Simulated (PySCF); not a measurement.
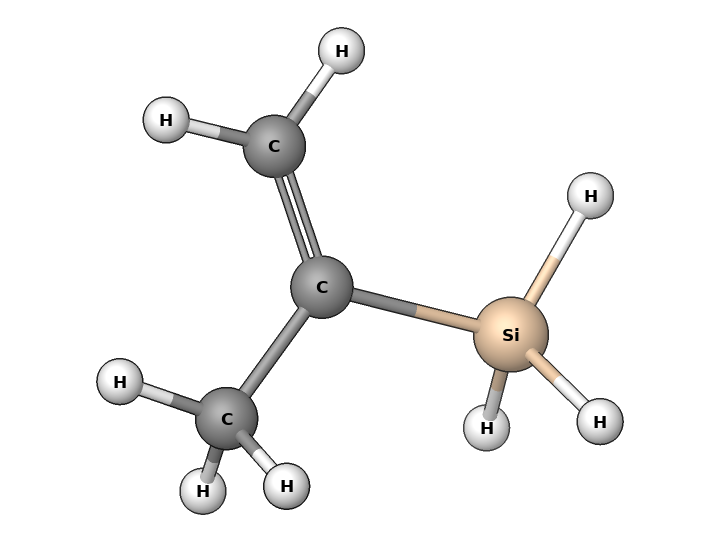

Rendered structure (ball-and-stick style).

The geometry was computed by an optimisation with GFN2-xTB. No frequency run is at hand to confirm it as a minimum.

Describe the molecule.

Formula C₃H₈Si. Its SMILES string is `C=C(C)[SiH3]`. It has no ring. Among its groups: alkene, Si–H bond. The point group is Cs. Coordination: 2 C trigonal planar; 1 C tetrahedral; 1 Si tetrahedral.

More results for the same structure follow; atom numbers are the same in all pictures, views and colours differ.

### Geometry

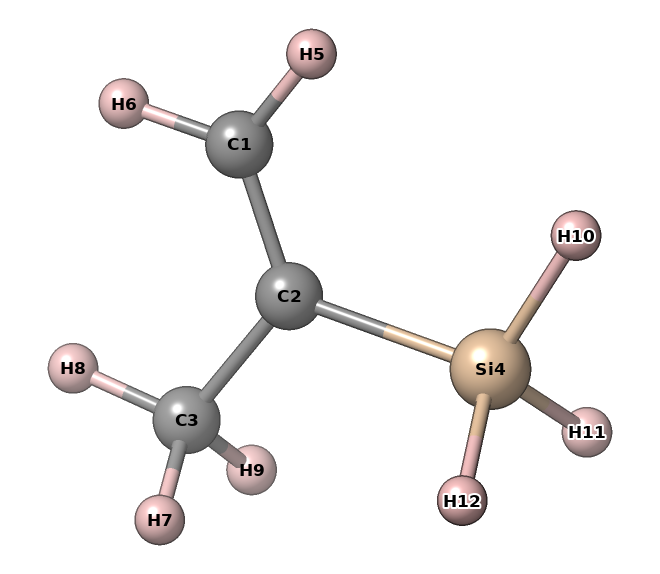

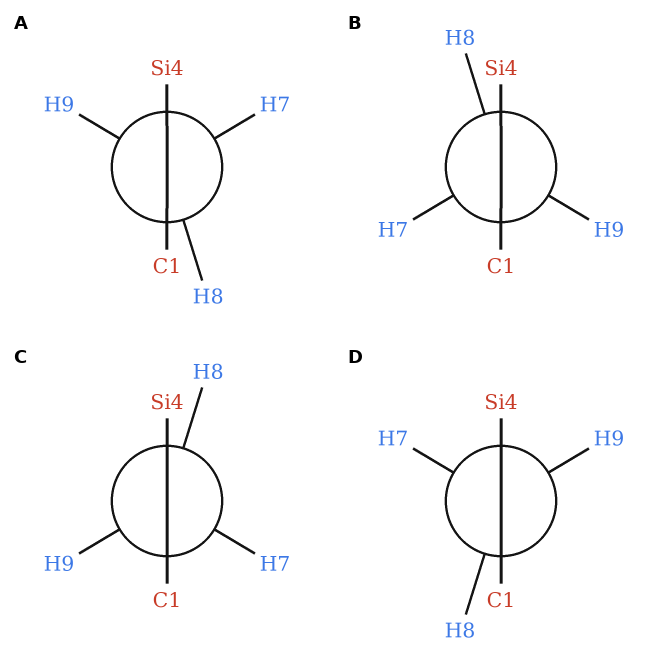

Depth is shown by fading: the farther an atom, the more it takes the colour of the background. Bonds that would overlap in a projection are set slightly apart. No frequency run is at hand to confirm it as a minimum.

Which Newman projection shows the view along C2–C3, with C2 in front?

Answer. A. The torsion angle Si4–C2–C3–H7 is 59°, synclinal (gauche).

### Dipole moment

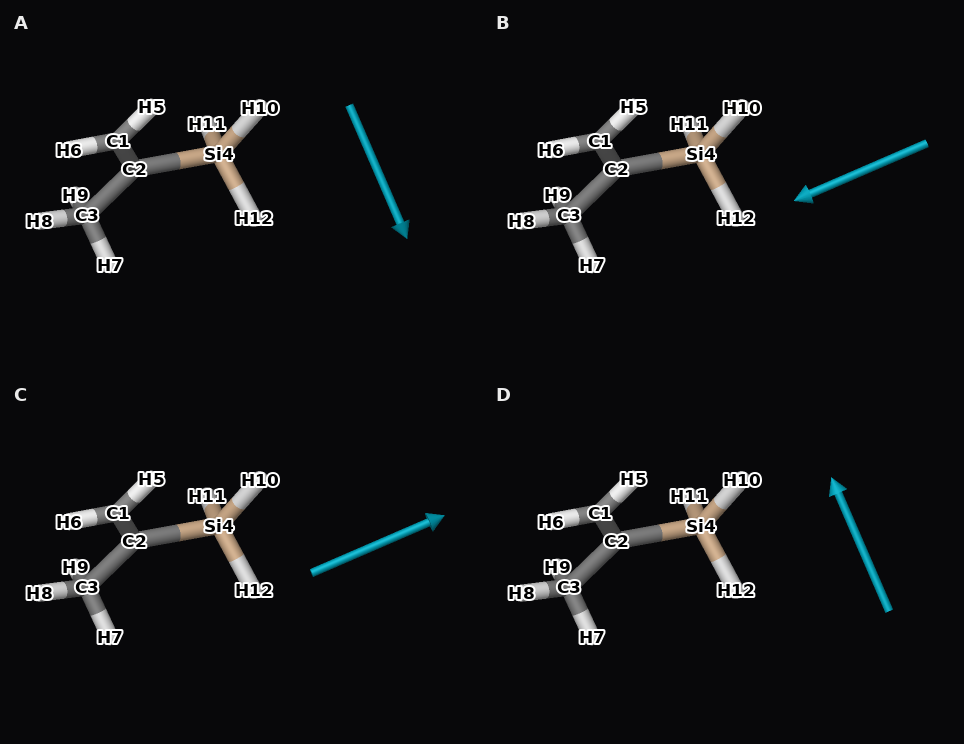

The same molecule four times, each with an arrow. No frequency run is at hand to confirm it as a minimum. Properties computed with PBE0/def2-SVPD, gas phase (PySCF 2.14.0).

Which arrow points along the dipole moment, from the negative to the positive end?

Answer. B. The dipole moment is 0.57 D; it points from the side of H10 to the side of H8 (the outermost atoms at the two ends).

### Polarisability

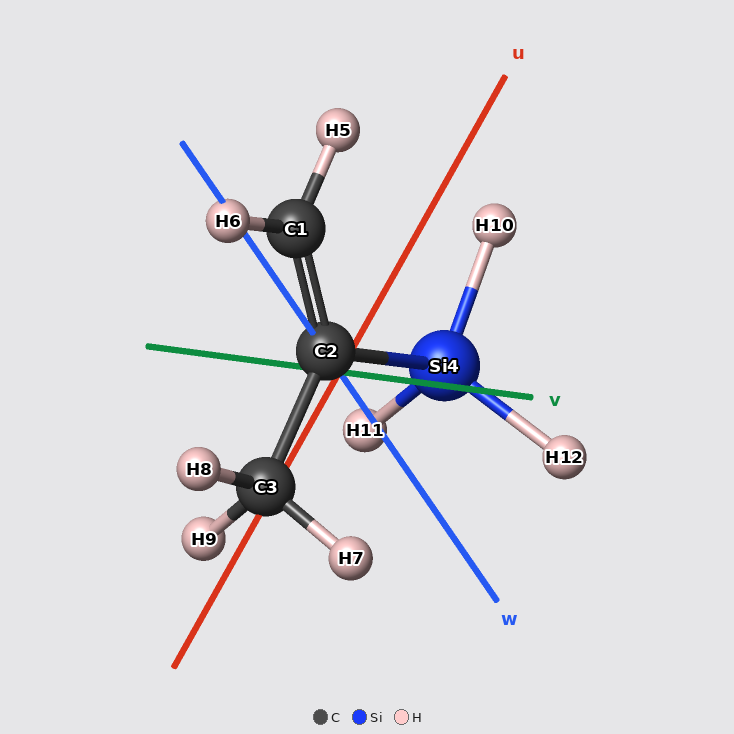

The lines u, v and w are the principal axes of the static dipole polarisability. No frequency run is at hand to confirm it as a minimum. Level of theory: PBE0/def2-SVPD (PySCF 2.14.0).

Along which axis is the molecule most polarisable, and along which least?

Answer. Most along w, least along v.

Give the three principal values.

Answer. u 67.3, v 52.0, w 77.1 bohr³; mean 65.5, anisotropy 22.0 bohr³.

### Bond orders

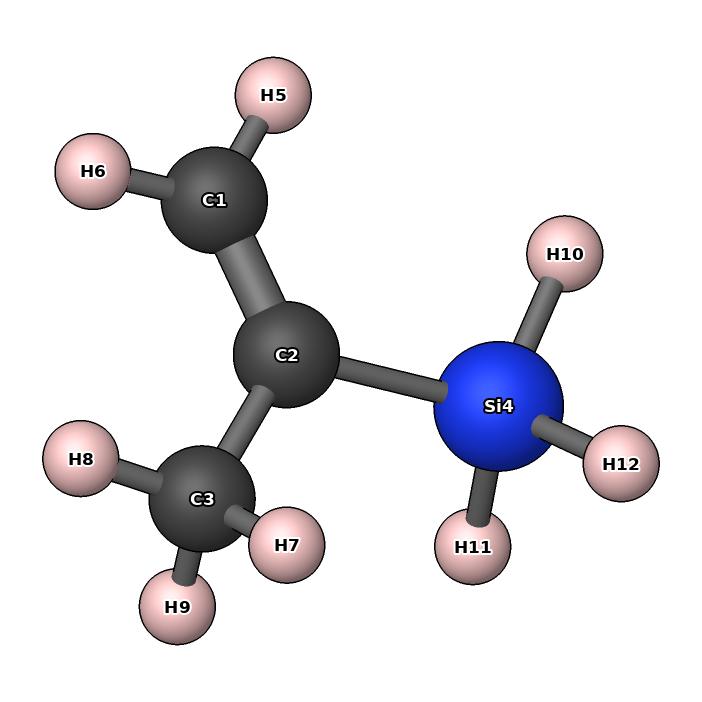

The thickness of each stick grows with its Mayer bond order. No frequency run is at hand to confirm it as a minimum. Method: PBE0/pcSseg-1 (PySCF 2.14.0).

Which bond has the highest Mayer bond order?

Answer. C1–C2, 1.97, at a length of 1.326 Å.

List the Mayer bond orders of C1–C2, C1–H5, C1–H6, C2–C3, C2–Si4, C3–H8, C3–H7, Si4–H10, Si4–H11 (one bond of each equivalent set).

```json
{"bond": "C1–C2", "Mayer order": "1.97", "length (Å)": "1.326"}
{"bond": "C1–H5", "Mayer order": "0.95", "length (Å)": "1.077"}
{"bond": "C1–H6", "Mayer order": "0.95", "length (Å)": "1.081"}
{"bond": "C2–C3", "Mayer order": "1.04", "length (Å)": "1.499"}
{"bond": "C2–Si4", "Mayer order": "0.88", "length (Å)": "1.889"}
{"bond": "C3–H8", "Mayer order": "0.96", "length (Å)": "1.089"}
{"bond": "C3–H7", "Mayer order": "0.95", "length (Å)": "1.090"}
{"bond": "Si4–H10", "Mayer order": "0.95", "length (Å)": "1.463"}
{"bond": "Si4–H11", "Mayer order": "0.94", "length (Å)": "1.467"}
```

### Excitation

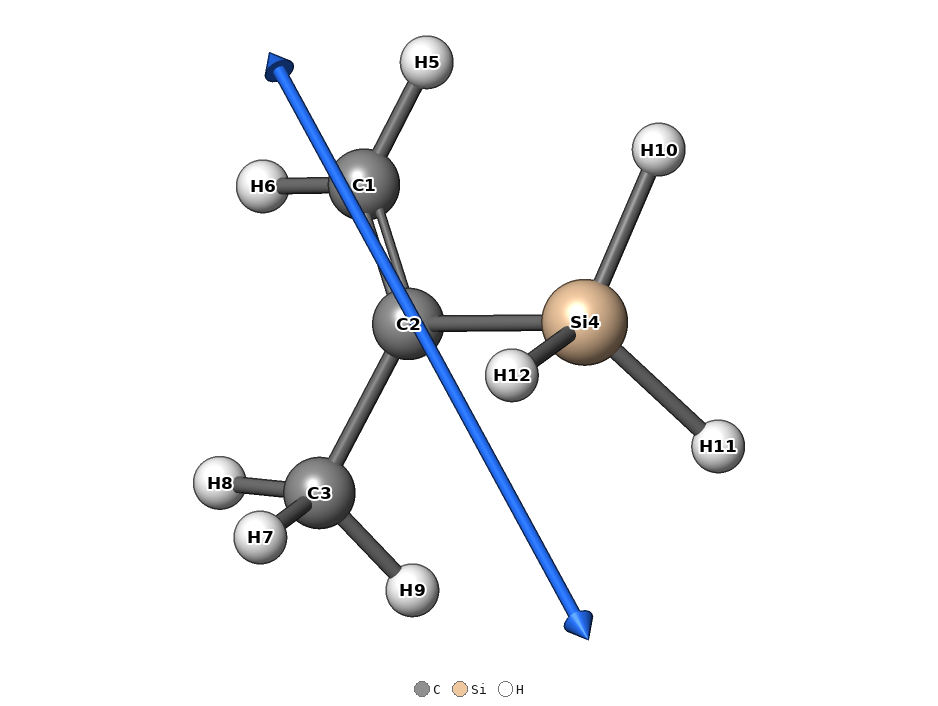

The double arrow shows the direction of the transition dipole to excited singlet state 3 (its length means nothing). No frequency run is at hand to confirm it as a minimum. Level of theory: TDDFT PBE0/def2-SVPD, vertical, gas phase, core orbitals frozen in the response (PySCF 2.14.0).

Give its energy, strength and character.

Answer. 7.10 eV (175 nm), oscillator strength 0.39, mainly HOMO → LUMO (weight 0.95); transition dipole 3.79 D.

The geometry is semi-empirical. Around Si such bond lengths and angles can be off by a tenth of an ångström or more and by several degrees, and values that hang on the shape move with them.
